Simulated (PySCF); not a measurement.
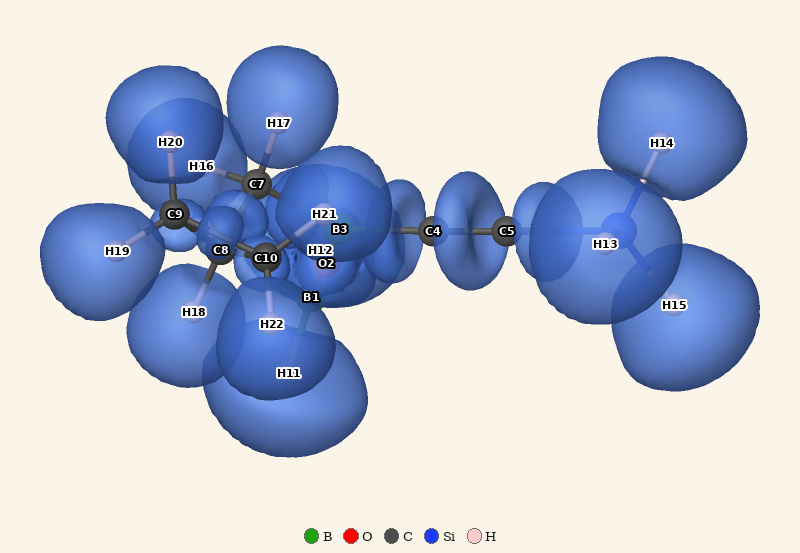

Figure 1: C₆H₁₂B₂OSi (SMILES BOB(C#C[SiH3])CC1CC1). Isosurface of the electron localisation function at 0.8 (blue), seen from one side. Core shells and regions of very low density are left out.

Geometry: GFN2-xTB.

Method: PBE0/pcSseg-1, SCF density, gas phase, non-relativistic in PySCF.

```xyz
22

B     0.0993    3.6937    0.3682
O     0.1628    2.4013    0.4124
B     0.1943    1.0975    0.4718
C     1.4080    0.3170   -0.0340
C     2.3575   -0.3329   -0.4148
Si    3.8076   -1.3244   -0.9859
C    -1.0626    0.2737    1.0572
C    -1.9110   -0.2918   -0.0662
C    -2.7343   -1.5246    0.1627
C    -1.5242   -1.5816   -0.7215
H    -0.3596    4.2217   -0.5831
H     0.4967    4.3281    1.2816
H     3.3122   -2.5717   -1.5754
H     4.6492   -1.6037    0.1815
H     4.5520   -0.5478   -1.9813
H    -1.6905    0.9166    1.6803
H    -0.7208   -0.5543    1.6804
H    -2.3417    0.4692   -0.7072
H    -3.7106   -1.5898   -0.2936
H    -2.6784   -2.0004    1.1302
H    -0.6463   -2.0891   -0.3526
H    -1.6699   -1.6874   -1.7856
```

### What do the ELF domains correspond to?

The surface consists of two regions between bonded B–C atoms (shared pairs), five regions between bonded C–C atoms (shared pairs), one region between bonded C–Si atoms (shared pairs), twelve regions around hydrogen nuclei and one region on O in which the atom's valence shell and bonds are merged.

Values along the shortest contacts:
C–C (1.21 Å): the ELF peaks at about 0.85 between the atoms; a short, multiple covalent bond. B–O (1.29 Å): the ELF peaks at about 0.90 between the atoms (a short, strongly polar bond).
